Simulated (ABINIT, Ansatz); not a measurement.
# A GW chain in ABINIT: YVO4 (I4_1/amd)

How does a plane-wave GW calculation on YVO4 (I4_1/amd) run from the first input to the gap?

Method: LDA and many-body steps on it, plane waves, in ABINIT 10.8.3.

### 1. Set-up

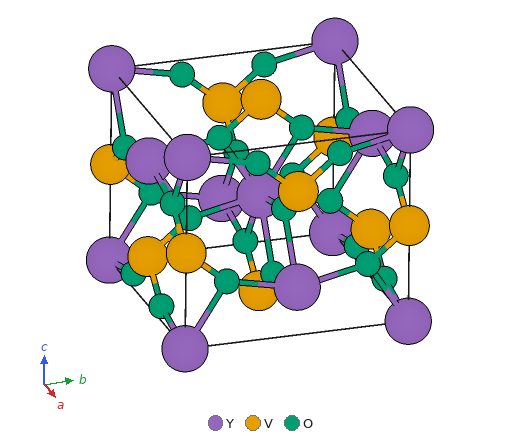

The cell as given, slightly off an axis (yttrium purple, vanadium orange, oxygen teal). This picture shows the conventional cell, with its axes. Some periodic images of atoms are drawn too.

Structure file:

```cif
data_structure
_symmetry_space_group_name_H-M 'I4_1/amd:1'
_symmetry_Int_Tables_number 141
_cell_length_a 7.1183
_cell_length_b 7.1183
_cell_length_c 6.2893
_cell_angle_alpha 90.000
_cell_angle_beta 90.000
_cell_angle_gamma 90.000
_cell_volume 318.68
loop_
_atom_site_label
_atom_site_type_symbol
_atom_site_symmetry_multiplicity
_atom_site_Wyckoff_symbol
_atom_site_fract_x
_atom_site_fract_y
_atom_site_fract_z
_atom_site_occupancy
Y1 Y 4 a 0.00000 0.50000 0.25000 1
V1 V 4 b 0.00000 0.00000 0.50000 1
O1 O 16 h 0.00000 0.18420 0.32580 1
```

The cell and positions come from the Crystallography Open Database and are kept as given unless a step says otherwise.

### 2. Ground state

This step: ABINIT 10.8.3; DFT, LDA, plane waves, norm-conserving pseudopotentials.

The ground-state density comes first.

run.abi

```
acell 3*1.0 Angstrom
rprim 
  -3.559150000000 3.559150000000 3.144650000000
  3.559150000000 -3.559150000000 3.144650000000
  3.559150000000 3.559150000000 -3.144650000000
ntypat 3
znucl 39 23 8
natom 12
typat 1 1 2 2 3 3 3 3 3 3 3 3
xred 
  0.750000000000 0.250000000000 0.500000000000
  0.000000000000 0.000000000000 0.000000000000
  0.500000000000 0.500000000000 0.000000000000
  0.250000000000 0.750000000000 0.500000000000
  0.510000000000 0.325800000000 0.184200000000
  0.075800000000 0.391600000000 0.315800000000
  0.141600000000 0.325800000000 0.815800000000
  0.075800000000 0.760000000000 0.684200000000
  0.240000000000 0.924200000000 0.315800000000
  0.674200000000 0.490000000000 0.815800000000
  0.608400000000 0.924200000000 0.684200000000
  0.674200000000 0.858400000000 0.184200000000
pp_dirpath "pseudos"
pseudos "Y.upf, V.upf, O.upf"
ecut 38
ngkpt 4 4 4
nshiftk 1
shiftk 0 0 0
kptopt 1
chksymbreak 0
nband 58
occopt 1
tolvrs 1e-08
nstep 60
prtwf 0
optforces 0
optstress 0
indata_prefix "in"
outdata_prefix "out"
tmpdata_prefix "tmp"
```

On the command line:

```sh
OMP_NUM_THREADS=1 mpirun -n 8 abinit run.abi > log
```

Numbers of over 12 decimals in the logs are rounded to 6 here.

The log of the run:

```text
.Version 10.8.3 of ABINIT. v10.8.2 released Aug 2026.

 Symmetries : space group I4_1/a m d (#141); Bravais tI (body-center tetrag.)
================================================================================
 Values of the parameters that define the memory need of the present run
     intxc =       0    ionmov =       0      iscf =       7    lmnmax =       6
     lnmax =       6     mgfft =      64  mpssoang =       3    mqgrid =    3001
     natom =      12  nloc_mem =       1    nspden =       1   nspinor =       1
    nsppol =       1      nsym =      16    n1xccc =    2501    ntypat =       3
    occopt =       1   xclevel =       1
-    mband =          58        mffmem =           1         mkmem =           2
       mpw =       12062          nfft =      262144          nkpt =          13
================================================================================
  Rough estimation (10% accuracy) of disk space for files :
================================================================================

--------------------------------------------------------------------------------
------------- Echo of variables that govern the present computation ------------
--------------------------------------------------------------------------------
 -outvars: echo values of preprocessed input variables --------
            acell      1.8897261259E+00  1.8897261259E+00  1.8897261259E+00 Bohr

      chksymbreak           0
             ecut      3.80000000E+01 Hartree
-          fftalg         312

              ixc       -1012
              kpt      0.00000000E+00  0.00000000E+00  0.00000000E+00
                       2.50000000E-01  0.00000000E+00  0.00000000E+00
                       5.00000000E-01  0.00000000E+00  0.00000000E+00
                       2.50000000E-01  2.50000000E-01  0.00000000E+00
                       5.00000000E-01  2.50000000E-01  0.00000000E+00
                      -2.50000000E-01  2.50000000E-01  0.00000000E+00
                       5.00000000E-01  5.00000000E-01  0.00000000E+00
                       2.50000000E-01  2.50000000E-01  2.50000000E-01
                      -2.50000000E-01  2.50000000E-01  2.50000000E-01
                       5.00000000E-01  5.00000000E-01  2.50000000E-01
                      -2.50000000E-01  5.00000000E-01  2.50000000E-01
[...]
kptrlatt        4    0    0      0    4    0      0    0    4
          kptrlen      4.48619047E+01
P           mkmem           2
            natom          12
            nband          58
            ngfft          64      64      64
             nkpt          13
            nstep          60
             nsym          16
           ntypat           3
              occ      2.000000  2.000000  2.000000  2.000000  2.000000  2.000000
                       2.000000  2.000000  2.000000  2.000000  2.000000  2.000000
                       2.000000  2.000000  2.000000  2.000000  2.000000  2.000000
                       2.000000  2.000000  2.000000  2.000000  2.000000  2.000000
                       2.000000  2.000000  2.000000  2.000000  2.000000  2.000000
                       2.000000  2.000000  2.000000  2.000000  2.000000  2.000000
                       2.000000  2.000000  2.000000  2.000000  2.000000  2.000000
                       2.000000  2.000000  2.000000  2.000000  2.000000  2.000000
                       0.000000  0.000000  0.000000  0.000000  0.000000  0.000000
                       0.000000  0.000000  0.000000  0.000000
        optforces           0
        optstress           0
            prtwf           0
            rprim     -3.5591500000E+00  3.5591500000E+00  3.1446500000E+00
[...]
spgroup         141

           tolvrs      1.00000000E-08

             xred      7.5000000000E-01  2.5000000000E-01  5.0000000000E-01
[...]
znucl       39.00000   23.00000    8.00000

================================================================================

 chkinp: Checking input parameters for consistency.

================================================================================
== DATASET  1 ==================================================================
-   mpi_nproc: 8, omp_nthreads: 1 (-1 if OMP is not activated)
-    --> not optimal distribution: autoparal keyword recommended in input file <--

--- !DatasetInfo
iteration_state: {dtset: 1, }
dimensions: {natom: 12, nkpt: 13, mband: 58, nsppol: 1, nspinor: 1, nspden: 1, mpw: 12062, }
cutoff_energies: {ecut:  38.0, pawecutdg:  -1.0, }
electrons: {nelect:   9.60000000E+01, charge:   0.00000000E+00, occopt:   1.00000000E+00, tsmear:   1.00000000E-02, }

 Real(R)+Recip(G) space primitive vectors, cartesian coordinates (Bohr,Bohr^-1):
 R(1)= -6.7258187  6.7258187  5.9425273  G(1)=  0.0000000  0.0743404  0.0841393
 R(2)=  6.7258187 -6.7258187  5.9425273  G(2)=  0.0743404  0.0000000  0.0841393
 R(3)=  6.7258187  6.7258187 -5.9425273  G(3)=  0.0743404  0.0743404  0.0000000
 Unit cell volume ucvol=  1.0752798E+03 bohr^3
 Angles (23,13,12)=  1.06304477E+02  1.06304477E+02  1.16009272E+02 degrees

 getcut: wavevector=  0.0000  0.0000  0.0000  ngfft=  64  64  64
         ecut(hartree)=     38.000   => boxcut(ratio)=   2.05639

--- Pseudopotential description ------------------------------------------------
[...]
2   -1.033686
 pspatm: atomic psp has been read  and splines computed

   1.10542395E+04                                ecore*ucvol(ha*bohr**3)
--------------------------------------------------------------------------------

_setup2: Arith. and geom. avg. npw (full set) are   12027.453   12027.441

================================================================================

--- !BeginCycle
iteration_state: {dtset: 1, }
solver: {iscf: 7, nstep: 60, nline: 4, wfoptalg: 0, }
tolerances: {tolvrs: 1.00E-08, }

     iter   Etot(hartree)      deltaE(h)  residm     vres2
 ETOT  1  -359.86487680071    -3.599E+02 1.204E-01 7.714E+03
 ETOT  2  -334.14313936571     2.572E+01 1.227E-01 1.445E+05
 ETOT  3  -361.80579768454    -2.766E+01 6.050E-02 1.088E+03
 ETOT  4  -361.95895301493    -1.532E-01 3.359E-02 3.101E+02
 ETOT  5  -362.01331224760    -5.436E-02 1.083E-02 4.879E+01
 ETOT  6  -362.02370455520    -1.039E-02 6.897E-03 1.535E+00
 ETOT  7  -362.02411487515    -4.103E-04 6.899E-03 1.717E-02
 ETOT  8  -362.02411693973    -2.065E-06 4.582E-03 1.795E-03
 ETOT  9  -362.02411742406    -4.843E-07 5.770E-03 5.710E-05
 ETOT 10  -362.02411744685    -2.279E-08 5.862E-03 1.389E-06
 ETOT 11  -362.02411744795    -1.102E-09 5.503E-03 3.430E-07
 ETOT 12  -362.02411744809    -1.388E-10 3.784E-03 8.864E-09

 At SCF step   12       vres2   =  8.86E-09 < tolvrs=  1.00E-08 =>converged.

--- !ResultsGS
iteration_state: {dtset: 1, }
comment   : Summary of ground state results
lattice_vectors:
- [ -6.7258187,   6.7258187,   5.9425273, ]
- [  6.7258187,  -6.7258187,   5.9425273, ]
- [  6.7258187,   6.7258187,  -5.9425273, ]
lattice_lengths: [  11.21548,   11.21548,   11.21548, ]
lattice_angles: [106.304, 106.304, 116.009, ] # degrees, (23, 13, 12)
lattice_volume:   1.0752798E+03
convergence: {deltae: -1.388E-10, res2:  8.864E-09, residm:  3.784E-03, diffor:  0.000E+00, }
etotal    :  -3.62024117E+02
entropy   :   0.00000000E+00
fermie    :   1.14205251E-01
cartesian_stress_tensor: null
pressure_GPa: null
xred      :
- [  7.5000E-01,   2.5000E-01,   5.0000E-01,  Y]
- [  0.0000E+00,   0.0000E+00,   0.0000E+00,  Y]
- [  5.0000E-01,   5.0000E-01,   7.9915E-18,  V]
- [  2.5000E-01,   7.5000E-01,   5.0000E-01,  V]
- [  5.1000E-01,   3.2580E-01,   1.8420E-01,  O]
- [  7.5800E-02,   3.9160E-01,   3.1580E-01,  O]
- [  1.4160E-01,   3.2580E-01,   8.1580E-01,  O]
- [  7.5800E-02,   7.6000E-01,   6.8420E-01,  O]
- [  2.4000E-01,   9.2420E-01,   3.1580E-01,  O]
- [  6.7420E-01,   4.9000E-01,   8.1580E-01,  O]
- [  6.0840E-01,   9.2420E-01,   6.8420E-01,  O]
- [  6.7420E-01,   8.5840E-01,   1.8420E-01,  O]
cartesian_forces: null
force_length_stats: {min: null, max: null, mean: null, }

 Integrated electronic density in atomic spheres:
 ------------------------------------------------
 Atom  Sphere_radius  Integrated_density
[...]
================================================================================

 ----iterations are completed or convergence reached----

 Mean square residual over all n,k,spin=   16.073E-06; max=  37.838E-04
 reduced coordinates (array xred) for   12 atoms
[...]
0.075800000000      0.760000000000      0.684200000000
       0.240000000000      0.924200000000      0.315800000000
       0.674200000000      0.490000000000      0.815800000000
       0.608400000000      0.924200000000      0.684200000000
       0.674200000000      0.858400000000      0.184200000000
 rms dE/dt=  0.0000E+00; max dE/dt=  0.0000E+00; dE/dt below (all hartree)
    1       0.000000000000      0.000000000000      0.000000000000
    2       0.000000000000      0.000000000000      0.000000000000
    3       0.000000000000      0.000000000000      0.000000000000
    4       0.000000000000      0.000000000000      0.000000000000
    5       0.000000000000      0.000000000000      0.000000000000
    6       0.000000000000      0.000000000000      0.000000000000
    7       0.000000000000      0.000000000000      0.000000000000
    8       0.000000000000      0.000000000000      0.000000000000
    9       0.000000000000      0.000000000000      0.000000000000
[...]
cartesian coordinates (angstrom) at end:
[...]
8      4.870341     0.000000     0.476729
    9      3.559150    -1.311191     2.667921
   10      2.247959     3.559150     1.095596
   11      3.559150     1.311191     2.667921
   12      1.311191     0.000000     4.240246
 length scales=  1.889726125908  1.889726125908  1.889726125908 bohr
              =  1.000000000000  1.000000000000  1.000000000000 angstroms
 prteigrs : about to open file out_EIG
 Fermi (or HOMO) energy (hartree) =   0.11421   Average Vxc (hartree)=  -0.40071
 Eigenvalues (hartree) for nkpt=  13  k points:
 kpt#   1, nband= 58, wtk=  0.01563, kpt=  0.0000  0.0000  0.0000 (reduced coord)
  -2.19854   -2.19851   -1.33734   -1.33641   -1.25952   -1.25952   -1.25239   -1.25239
  -1.25219   -1.25219   -0.62165   -0.62165   -0.61609   -0.61128   -0.60663   -0.60663
  -0.49063   -0.46500   -0.45109   -0.45074   -0.45074   -0.43978   -0.43800   -0.43800
  -0.04080   -0.02537   -0.01815   -0.01780   -0.00776   -0.00776    0.00589    0.00949
   0.00949    0.01890    0.01890    0.02113    0.02755    0.04714    0.04861    0.05610
   0.06773    0.06773    0.09802    0.09921    0.09921    0.09934    0.09934    0.11421
   0.21986    0.24676    0.25502    0.25705    0.26846    0.30980    0.31324    0.31424
   0.33234    0.34281
 prteigrs : prtvol=0 or 1, do not print more k-points.

--- !EnergyTerms
iteration_state     : {dtset: 1, }
comment             : Components of total free energy in Hartree
kinetic             :  1.70619138421922E+02
hartree             :  1.00237386475257E+02
xc                  : -7.13495777568482E+01
Ewald energy        : -2.32755164152120E+02
psp_core            :  1.02803375859931E+01
local_psp           : -3.27818644296264E+02
non_local_psp       : -1.12375937260334E+01
total_energy        : -3.62024117448093E+02
total_energy_eV     : -9.85117809024046E+03
band_energy         : -4.20832096343552E+01

== END DATASET(S) ==============================================================
================================================================================

 -outvars: echo values of variables after computation  --------
           etotal     -3.6202411745E+02
            nband          58
             nkpt          13
          spgroup         141
 [... the other variables as echoed above ...]

 Calculation completed.
```

Elapsed: 78 s, on 8 MPI ranks of Arm Neoverse V2, shared host; peak memory 1.1 GiB; 10 min of CPU time.

Numbers from this step:

- total energy: -9851.1781 eV
- gap: 2.875 eV
- k of the valence top: 0, 0, 0
- k of the conduction bottom: 0, 0, 0
- least direct gap: 2.875 eV

The gap is direct, at Γ.

### 3. Empty states on the mesh, 4×4×4 mesh, 283 bands

The sums over transitions need many empty states on a uniform mesh; this step solves for them.

run.abi, as its differences from that of step 2:

```diff
@@ -30,9 +30,10 @@
 chksymbreak 0
-nband 58
-occopt 1
-tolvrs 1e-08
+iscf -2
+irdden 1
+istwfk *1
+nband 283
+nbdbuf 24
+tolwfr 1e-09
 nstep 60
-prtwf 0
-optforces 0
-optstress 0
+prtvol 0
 indata_prefix "in"
```

The log of the run:

```text
.Version 10.8.3 of ABINIT. v10.8.2 released Aug 2026.

 Symmetries : space group I4_1/a m d (#141); Bravais tI (body-center tetrag.)
[... echo of the input left out ...]
== DATASET  1 ==================================================================
-   mpi_nproc: 8, omp_nthreads: 1 (-1 if OMP is not activated)
-    --> not optimal distribution: autoparal keyword recommended in input file <--

--- !DatasetInfo
iteration_state: {dtset: 1, }
dimensions: {natom: 12, nkpt: 13, mband: 283, nsppol: 1, nspinor: 1, nspden: 1, mpw: 12062, }
cutoff_energies: {ecut:  38.0, pawecutdg:  -1.0, }
electrons: {nelect:   9.60000000E+01, charge:   0.00000000E+00, occopt:   1.00000000E+00, tsmear:   1.00000000E-02, }

 Real(R)+Recip(G) space primitive vectors, cartesian coordinates (Bohr,Bohr^-1):
 R(1)= -6.7258187  6.7258187  5.9425273  G(1)=  0.0000000  0.0743404  0.0841393
 R(2)=  6.7258187 -6.7258187  5.9425273  G(2)=  0.0743404  0.0000000  0.0841393
 R(3)=  6.7258187  6.7258187 -5.9425273  G(3)=  0.0743404  0.0743404  0.0000000
 Unit cell volume ucvol=  1.0752798E+03 bohr^3
 Angles (23,13,12)=  1.06304477E+02  1.06304477E+02  1.16009272E+02 degrees

 getcut: wavevector=  0.0000  0.0000  0.0000  ngfft=  64  64  64
         ecut(hartree)=     38.000   => boxcut(ratio)=   2.05639

--- Pseudopotential description ------------------------------------------------
- Y Generated using ONCVPSP code by D. R. Hamann
- 39.00000  11.00000  180309                  znucl, zion, pspdat
12 -1012 2 -1 1724                            pspcod,pspxc,lmax,lloc,mmax
     nproj     2     2     2
  pspatm : epsatm=   18.49213021
         --- l  ekb(1:nproj) -->
             0   10.120424    0.869710
             1    5.584292    0.424948
             2    1.196176    0.310479
 pspatm: atomic psp has been read  and splines computed

- V Generated using ONCVPSP code by D. R. Hamann
- 23.00000  13.00000  180309                  znucl, zion, pspdat
12 -1012 2 -1 1518                            pspcod,pspxc,lmax,lloc,mmax
     nproj     2     2     2
  pspatm : epsatm=   13.97969020
         --- l  ekb(1:nproj) -->
[...]
pspatm: atomic psp has been read  and splines computed

- O Generated using ONCVPSP code by D. R. Hamann
-  8.00000   6.00000  201201                  znucl, zion, pspdat
12 -1012 2 -1 926                             pspcod,pspxc,lmax,lloc,mmax
     nproj     2     2     1
  pspatm : epsatm=    6.27558587
         --- l  ekb(1:nproj) -->
[...]
2   -1.033686
 pspatm: atomic psp has been read  and splines computed

--------------------------------------------------------------------------------

================================================================================
 prteigrs : about to open file out_EIG
 Non-SCF case, kpt    1 (  0.00000  0.00000  0.00000), residuals and eigenvalues=
[...]
5.32E-10  7.77E-10  7.27E-10  7.09E-10  9.67E-10  1.66E-10  5.53E-10  9.39E-10
[...]
-2.1985E+00 -2.1985E+00 -1.3373E+00 -1.3364E+00 -1.2595E+00 -1.2595E+00
 -1.2524E+00 -1.2524E+00 -1.2522E+00 -1.2522E+00 -6.2165E-01 -6.2165E-01
 -6.1609E-01 -6.1128E-01 -6.0663E-01 -6.0663E-01 -4.9063E-01 -4.6500E-01
[...]
2.5126E+00  2.5245E+00  2.5245E+00  2.5301E+00  2.5301E+00  2.5393E+00
  2.5606E+00  2.5667E+00  2.5668E+00  2.5863E+00  2.5870E+00  2.6107E+00
  2.6172E+00
 prteigrs : prtvol=0 or 1, do not print more k-points.

--- !ResultsGS
iteration_state: {dtset: 1, }
comment   : Summary of ground state results
lattice_vectors:
- [ -6.7258187,   6.7258187,   5.9425273, ]
- [  6.7258187,  -6.7258187,   5.9425273, ]
- [  6.7258187,   6.7258187,  -5.9425273, ]
lattice_lengths: [  11.21548,   11.21548,   11.21548, ]
lattice_angles: [106.304, 106.304, 116.009, ] # degrees, (23, 13, 12)
lattice_volume:   1.0752798E+03
convergence: {deltae:  0.000E+00, res2:  0.000E+00, residm:  9.985E-10, diffor:  0.000E+00, }
etotal    :  -3.62024117E+02
entropy   :   0.00000000E+00
fermie    :   1.14205251E-01
cartesian_stress_tensor: null
pressure_GPa: null
xred      :
- [  7.5000E-01,   2.5000E-01,   5.0000E-01,  Y]
- [  0.0000E+00,   0.0000E+00,   0.0000E+00,  Y]
- [  5.0000E-01,   5.0000E-01,   7.9915E-18,  V]
- [  2.5000E-01,   7.5000E-01,   5.0000E-01,  V]
- [  5.1000E-01,   3.2580E-01,   1.8420E-01,  O]
- [  7.5800E-02,   3.9160E-01,   3.1580E-01,  O]
- [  1.4160E-01,   3.2580E-01,   8.1580E-01,  O]
[...]
- [  6.0840E-01,   9.2420E-01,   6.8420E-01,  O]
- [  6.7420E-01,   8.5840E-01,   1.8420E-01,  O]
cartesian_forces: null
force_length_stats: {min: null, max: null, mean: null, }

 Integrated electronic density in atomic spheres:
 ------------------------------------------------
 Atom  Sphere_radius  Integrated_density
[...]
================================================================================

 ----iterations are completed or convergence reached----

 Mean square residual over all n,k,spin=   49.768E-11; max=  99.851E-11
 reduced coordinates (array xred) for   12 atoms
[...]
0.674200000000      0.858400000000      0.184200000000

 cartesian coordinates (angstrom) at end:
    1     -0.000000     3.559150     1.572325
    2      0.000000     0.000000     0.000000
    3     -0.000000     0.000000     3.144650
[...]
11      3.559150     1.311191     2.667921
   12      1.311191     0.000000     4.240246
 length scales=  1.889726125908  1.889726125908  1.889726125908 bohr
              =  1.000000000000  1.000000000000  1.000000000000 angstroms
 prteigrs : about to open file out_EIG
 Eigenvalues (hartree) for nkpt=  13  k points:
 kpt#   1, nband=283, wtk=  0.01563, kpt=  0.0000  0.0000  0.0000 (reduced coord)
[...]
2.46573    2.46864    2.46864    2.48853    2.50728    2.50860    2.51265    2.52450
   2.52450    2.53006    2.53006    2.53930    2.56055    2.56669    2.56679    2.58631
   2.58702    2.61065    2.61717
 prteigrs : prtvol=0 or 1, do not print more k-points.

== END DATASET(S) ==============================================================
================================================================================

 -outvars: echo values of variables after computation  --------
            nband         283
             nkpt          13
          spgroup         141
 [... the other variables as echoed above ...]

 Calculation completed.
```

Elapsed: 6 min, on 8 MPI ranks; peak memory 1.4 GiB; 48 min of CPU time.

Numbers from this step:

```
gap                                                           : 2.875 eV
k of the valence top                                          : 0, 0, 0
k of the conduction bottom                                    : 0, 0, 0
least direct gap                                              : 2.875 eV
k points computed                                             : 13
lowest point of the top converged band, above the valence top : 62.4817 eV
```

On this mesh the gap is 2.875 eV.

(Continued in part 2 of 2.)

[Paths, hosts, dates, memory and timing lines, banners, echoed tables and standing remarks are left out of the program output.]

[Logs are printed without paths, hosts, clocks, repeated set-up lines and the standing remarks that a program may print on its own settings, such as how far it seeks lower states.]

[Runs of the session that timed out or met a known fault of the program may be left out.]

[Hosts, paths, dates, database ids (printed as entryN), source tags and the programs' standing remarks are cut or masked in the printed files.]

[G0W0 gaps are taken among the corrected bands and points alone; a level outside them can change the order at an edge.]

[Where Ansatz stands beside ABINIT at settings called matched, ABINIT's density can come from a denser mesh and the files from another edition; pairs whose starting gaps differed by over 0.03 eV were left out, so agreement reads better than it is.]
